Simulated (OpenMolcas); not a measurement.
**Ru³⁺ complex: multiconfigurational calculation**

System: Ru³⁺ with 6 ligands (F; octahedron, 1.99 Å), neutralised by 6 outer point charges of +0.5 e, whose field is part of the energies.
Method: state-averaged SS-CASPT2, IPEA shift 0.25, imaginary shift 0.1 hartree, closed shells 4s 4p of the metal and the valence shells of the ligands correlated, active space 5 electrons in the shell 4d, basis ANO-RCC-VTZP on the metal and ANO-RCC-VDZP on the ligands, DKH2 scalar Hamiltonian, spin-orbit coupling by RASSI with atomic mean-field integrals (OpenMolcas).

The program's output (extracts):
```
--- CASPT2 ---
Orbital specifications:
      -----------------------

      Symmetry species                           1   2
                                                ag  au
      Frozen orbitals                           11   9
      Inactive orbitals                         13  15
      Active orbitals                            5   0
      Secondary orbitals                        49  50
      Deleted orbitals                           0   0
      Number of basis functions                 78  74
Type of calculation                        SS-CASPT2
      Fock operator                              state-specific
      IPEA shift                                 0.25
      Real shift                                 0.00
      Imaginary shift                            0.10
      The input orbitals will be transformed to quasi-canonical
Reference energy:       -5125.5201081228
      E2 (Non-variational):      -1.7691570445
      Shift correction:          -0.0012490324
      E2 (Variational):          -1.7704060769
      Total energy:           -5127.2905141998
      Residual norm:              0.0000001211
      Reference weight:           0.70426
      Contributions to the CASPT2 correlation energy
      Active & Virtual Only:         -0.0592739617
      One Inactive Excited:          -0.2730541932
      Two Inactive Excited:          -1.4368288896
::    CASPT2 Root  1     Total energy:  -5127.29051420
--- CASPT2 ---
Orbital specifications:
      -----------------------

      Symmetry species                           1   2
                                                ag  au
      Frozen orbitals                           11   9
      Inactive orbitals                         13  15
      Active orbitals                            5   0
      Secondary orbitals                        49  50
      Deleted orbitals                           0   0
      Number of basis functions                 78  74
Type of calculation                        SS-CASPT2
      Fock operator                              state-specific
      IPEA shift                                 0.25
      Real shift                                 0.00
      Imaginary shift                            0.10
      The input orbitals will be transformed to quasi-canonical
Reference energy:       -5125.4947979772
      E2 (Non-variational):      -1.7992572854
      Shift correction:          -0.0012998547
      E2 (Variational):          -1.8005571401
      Total energy:           -5127.2953551173
      Residual norm:              0.0000003470
      Reference weight:           0.69931
      Contributions to the CASPT2 correlation energy
      Active & Virtual Only:         -0.0700714787
      One Inactive Excited:          -0.2731572094
      Two Inactive Excited:          -1.4560285973
Reference energy:       -5125.4947979770
      E2 (Non-variational):      -1.7992578278
      Shift correction:          -0.0012998679
      E2 (Variational):          -1.8005576957
      Total energy:           -5127.2953556726
      Residual norm:              0.0000003471
      Reference weight:           0.69931
      Contributions to the CASPT2 correlation energy
      Active & Virtual Only:         -0.0700716230
      One Inactive Excited:          -0.2731575934
      Two Inactive Excited:          -1.4560286114
::    CASPT2 Root  1     Total energy:  -5127.29535512
::    CASPT2 Root  2     Total energy:  -5127.29535567
::    CASPT2 Root  3     Total energy:  -5127.29536358
::    CASPT2 Root  4     Total energy:  -5127.27670253
::    CASPT2 Root  5     Total energy:  -5127.27663941
::    CASPT2 Root  6     Total energy:  -5127.27662755
::    CASPT2 Root  7     Total energy:  -5127.20666761
::    CASPT2 Root  8     Total energy:  -5127.20698970
::    CASPT2 Root  9     Total energy:  -5127.20697105
::    CASPT2 Root 10     Total energy:  -5127.19838058
::    CASPT2 Root 11     Total energy:  -5127.19839162
::    CASPT2 Root 12     Total energy:  -5127.19840574
::    CASPT2 Root 13     Total energy:  -5127.19003143
::    CASPT2 Root 14     Total energy:  -5127.19002550
::    CASPT2 Root 15     Total energy:  -5127.15513238
::    CASPT2 Root 16     Total energy:  -5127.15513560
::    CASPT2 Root 17     Total energy:  -5127.15513508
::    CASPT2 Root 18     Total energy:  -5127.15584871
::    CASPT2 Root 19     Total energy:  -5127.07438304
::    CASPT2 Root 20     Total energy:  -5127.07437699
::    CASPT2 Root 21     Total energy:  -5127.07434054
::    CASPT2 Root 22     Total energy:  -5127.05145685
::    CASPT2 Root 23     Total energy:  -5127.05146092
::    CASPT2 Root 24     Total energy:  -5127.05147205
--- CASPT2 ---
Orbital specifications:
      -----------------------

      Symmetry species                           1   2
                                                ag  au
      Frozen orbitals                           11   9
      Inactive orbitals                         13  15
      Active orbitals                            5   0
      Secondary orbitals                        49  50
      Deleted orbitals                           0   0
      Number of basis functions                 78  74
Type of calculation                        SS-CASPT2
      Fock operator                              state-specific
      IPEA shift                                 0.25
      Real shift                                 0.00
      Imaginary shift                            0.10
      The input orbitals will be transformed to quasi-canonical
Reference energy:       -5125.5252902797
      E2 (Non-variational):      -1.8173129224
      Shift correction:          -0.0013150551
      E2 (Variational):          -1.8186279776
      Total energy:           -5127.3439182572
      Residual norm:              0.0000001719
      Reference weight:           0.69683
      Contributions to the CASPT2 correlation energy
      Active & Virtual Only:         -0.0745767129
      One Inactive Excited:          -0.2709763038
      Two Inactive Excited:          -1.4717599057
Reference energy:       -5125.5252902796
      E2 (Non-variational):      -1.8173093903
      Shift correction:          -0.0013150046
      E2 (Variational):          -1.8186243948
      Total energy:           -5127.3439146744
      Residual norm:              0.0000001712
      Reference weight:           0.69683
      Contributions to the CASPT2 correlation energy
      Active & Virtual Only:         -0.0745763830
      One Inactive Excited:          -0.2709743015
      Two Inactive Excited:          -1.4717587057
::    CASPT2 Root  1     Total energy:  -5127.34391826
::    CASPT2 Root  2     Total energy:  -5127.34391467
::    CASPT2 Root  3     Total energy:  -5127.34391227
::    CASPT2 Root  4     Total energy:  -5127.25738781
::    CASPT2 Root  5     Total energy:  -5127.25739801
::    CASPT2 Root  6     Total energy:  -5127.25739732
::    CASPT2 Root  7     Total energy:  -5127.26082949
::    CASPT2 Root  8     Total energy:  -5127.24905153
::    CASPT2 Root  9     Total energy:  -5127.25095625
::    CASPT2 Root 10     Total energy:  -5127.25094523
::    CASPT2 Root 11     Total energy:  -5127.24482328
::    CASPT2 Root 12     Total energy:  -5127.24515070
::    CASPT2 Root 13     Total energy:  -5127.22606998
::    CASPT2 Root 14     Total energy:  -5127.22615721
::    CASPT2 Root 15     Total energy:  -5127.22609629
::    CASPT2 Root 16     Total energy:  -5127.21860472
::    CASPT2 Root 17     Total energy:  -5127.21861147
::    CASPT2 Root 18     Total energy:  -5127.21861456
::    CASPT2 Root 19     Total energy:  -5127.21110630
::    CASPT2 Root 20     Total energy:  -5127.18717766
::    CASPT2 Root 21     Total energy:  -5127.18708780
::    CASPT2 Root 22     Total energy:  -5127.17114494
::    CASPT2 Root 23     Total energy:  -5127.16348537
::    CASPT2 Root 24     Total energy:  -5127.16385224
::    CASPT2 Root 25     Total energy:  -5127.16328716
::    CASPT2 Root 26     Total energy:  -5127.15467279
::    CASPT2 Root 27     Total energy:  -5127.15466069
::    CASPT2 Root 28     Total energy:  -5127.14420514
::    CASPT2 Root 29     Total energy:  -5127.14420198
::    CASPT2 Root 30     Total energy:  -5127.14429848
```

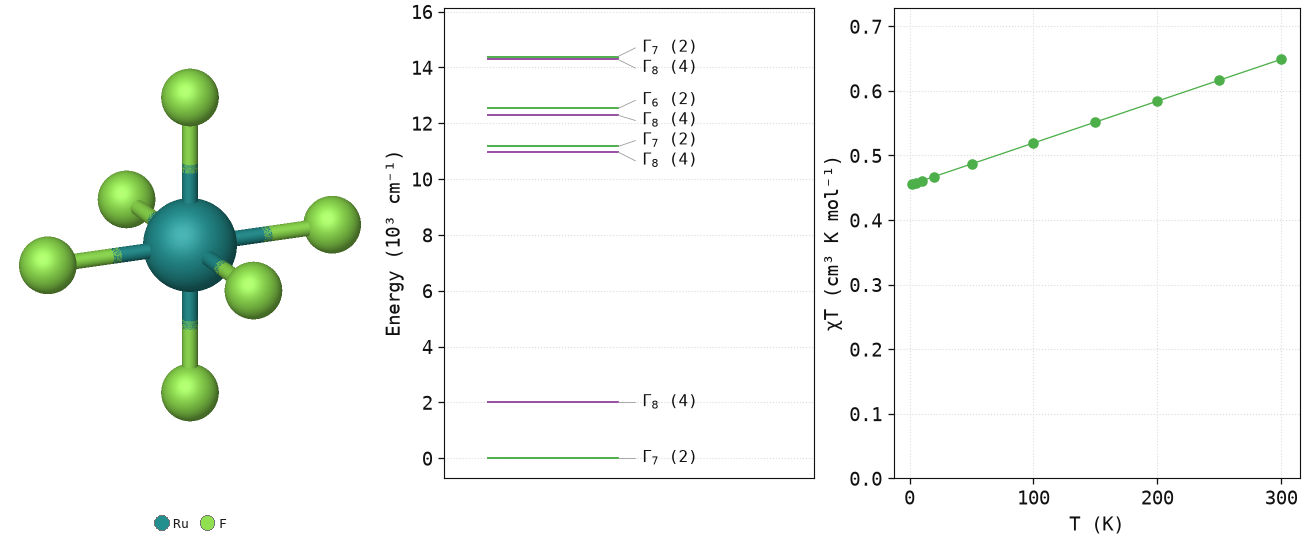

Figure 1. Ru³⁺ (4d⁵) with 6 ligands, F⁻, at 1.99 Å (arrangement: octahedron, Oh), neutralised by outer point charges of +0.5 e, and its levels and susceptibility. Labels give the representation in O, Td, D4 or D3 as the site allows (double group for half-integer spin) where it could be assigned and, in brackets, the degeneracy; spin-free states, where drawn, share the zero of the spin-orbit levels. Powder susceptibility by Van Vleck's formula. The ground level is Γ₇, a Kramers doublet, 97 % from states of spin multiplicity 2. Its principal g values are 2.20, 2.20 and 2.20, isotropic. The next level lies at 2,000 cm⁻¹ (Γ₈). χT is 0.456 cm³ K mol⁻¹ at 2 K and 0.649 at 300 K, an effective moment of 2.28 μB.

The input:
```
&GATEWAY
Coord
7

Ru 0.0 0.0 0.0
F 1.990000 0.000000 0.000000
F 0.000000 1.990000 0.000000
F -1.990000 0.000000 0.000000
F 0.000000 -1.990000 0.000000
F 0.000000 0.000000 1.990000
F 0.000000 0.000000 -1.990000
Basis=Ru.ANO-RCC-VTZP,F.ANO-RCC-VDZP
Group=XYZ
NoMove
AngMom=0.0 0.0 0.0
AMFI
RICD
XField
3 Angstrom 0
5.190000 0.000000 0.000000 0.500000
0.000000 5.190000 0.000000 0.500000
0.000000 0.000000 5.190000 0.500000
&SEWARD
&RASSCF
FileOrb=start.orb
Symmetry=1
Spin=6
nActEl=5 0 0
Inactive=24 24
Ras2=5 0
CIRoot=1 1 1
SDav=1
CIMx=300
Iter=150 100
PrWF=0.3
OrbListing=Nothing
MaxOrb=1
LevShft=1.0
>>> COPY $Project.JobIph JOB001
&RASSCF
FileOrb=start.orb
Symmetry=1
Spin=4
nActEl=5 0 0
Inactive=24 24
Ras2=5 0
CIRoot=24 24 1
SDav=24
CIMx=300
Iter=150 100
PrWF=0.3
OrbListing=Nothing
MaxOrb=0
LevShft=1.0
>>> COPY $Project.JobIph JOB002
&RASSCF
FileOrb=start.orb
Symmetry=1
Spin=2
nActEl=5 0 0
Inactive=24 24
Ras2=5 0
CIRoot=75 75 1
SDav=75
CIMx=300
Iter=150 100
PrWF=0.3
OrbListing=Nothing
MaxOrb=0
LevShft=1.0
>>> COPY $Project.JobIph JOB003
&RASSI
NrOfJobIphs=3 1 24 75
1
1 2 3 4 5 6 7 8 9 10 11 12 13 14 15 16 17 18 19 20 21 22 23 24
1 2 3 4 5 6 7 8 9 10 11 12 13 14 15 16 17 18 19 20 21 22 23 24 25 26 27
28 29 30 31 32 33 34 35 36 37 38 39 40 41 42 43 44 45 46 47 48 49 50 51
52 53 54 55 56 57 58 59 60 61 62 63 64 65 66 67 68 69 70 71 72 73 74 75
IphNames
JOB001
JOB002
JOB003
EJob
SpinOrbit
DIPRint=1.0
SOCoupling=1000.0
Subsets=2
Property=9
'ANGMOM' 1 'ANGMOM' 2 'ANGMOM' 3 'MLTPL  1' 1 'MLTPL  1' 2 'MLTPL  1' 3
'AMFI' 1 'AMFI' 2 'AMFI' 3
SOProperty=3
'ANGMOM' 1 'ANGMOM' 2 'ANGMOM' 3
>>> COPY JOB001 $Project.JobIph
&CASPT2
Multistate=1 1
Frozen=11 9
IPEA=0.25
Imaginary=0.1
MaxIter=60
WThr=0.0 0.3 0.05
PrWF=0.5
NoMix
>>> COPY JOB002 $Project.JobIph
&CASPT2
Multistate=24 1 2 3 4 5 6 7 8 9 10 11 12 13 14 15 16 17 18 19 20 21 22
23 24
NoMult
Frozen=11 9
IPEA=0.25
Imaginary=0.1
MaxIter=60
WThr=0.0 0.3 0.05
PrWF=0.5
NoMix
>>> COPY JOB003 $Project.JobIph
&CASPT2
Multistate=75 1 2 3 4 5 6 7 8 9 10 11 12 13 14 15 16 17 18 19 20 21 22
23 24 25 26 27 28 29 30 31 32 33 34 35 36 37 38 39 40 41 42 43 44 45 46
47 48 49 50 51 52 53 54 55 56 57 58 59 60 61 62 63 64 65 66 67 68 69 70
71 72 73 74 75
NoMult
Frozen=11 9
IPEA=0.25
Imaginary=0.1
MaxIter=60
WThr=0.0 0.3 0.05
PrWF=0.5
NoMix
```

The file start.orb holds starting orbitals from an earlier step. A driver script formed the levels outside the program, from RASSI's spin-orbit matrix and the CASPT2 energies (for multi-state variants, the effective Hamiltonian), averaged over the components of each term or state. The log and the time are those of the CASPT2 step.

Command:
```bash
OMP_NUM_THREADS=1 MOLCAS_MEM=2457 MOLCAS_PROJECT=a pymolcas a.inp > a.log  # once for each step of the input, in one work folder
```

Results in brief:

- outcome: converged; degenerate states are split by up to 418 cm⁻¹
- energy of the lowest spin-free term: −5127.34392 hartree
- energy of the lowest spin-orbit level: −5127.35160 hartree
- CASPT2 correlation energy: −1.8186 hartree
- largest spread among components of a term: 418.0 cm⁻¹
- lowest reference weight: 0.689
- hardware: 1 thread of Intel Xeon (Granite Rapids), 12 GiB of memory available, shared host
- wall time: 4.7 min
- peak memory: 0.41 GiB

Notes:

The components of ²T2, which symmetry makes degenerate, are split by 418 cm⁻¹ in CASPT2, and those of 4 more by over 50 cm⁻¹. This is an artefact; the levels of such states rest on averages and are uncertain by about as much. Caveats: small active space favours high spin, ground spin may be wrong; distances are set from ionic radii, not optimised.
